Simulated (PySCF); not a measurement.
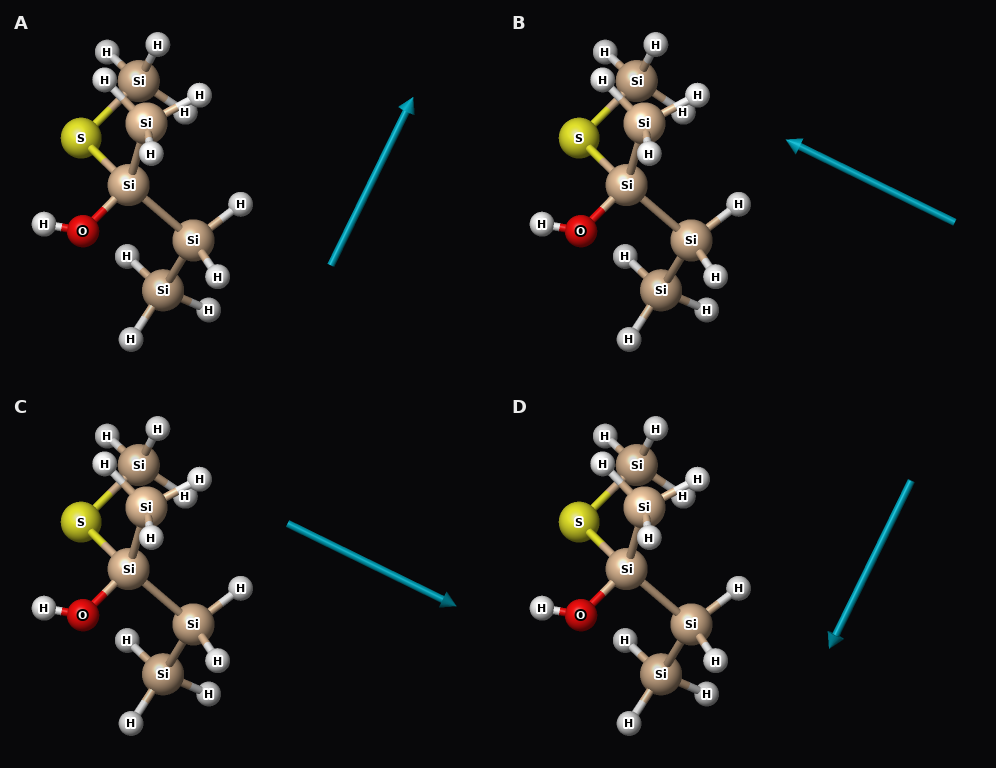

The same molecule four times, each with an arrow. The computed structure is the end point of a GFN2-xTB optimisation. No frequency run is at hand to confirm it as a minimum. Method: PBE0/pcSseg-1, gas phase (PySCF 2.14.0).

Question: Which arrow points along the dipole moment, from the negative to the positive end?

Answer: A. The dipole moment is 0.66 D.

The geometry is semi-empirical. Around Si such bond lengths and angles can be off by a tenth of an ångström or more and by several degrees, and values that hang on the shape move with them.
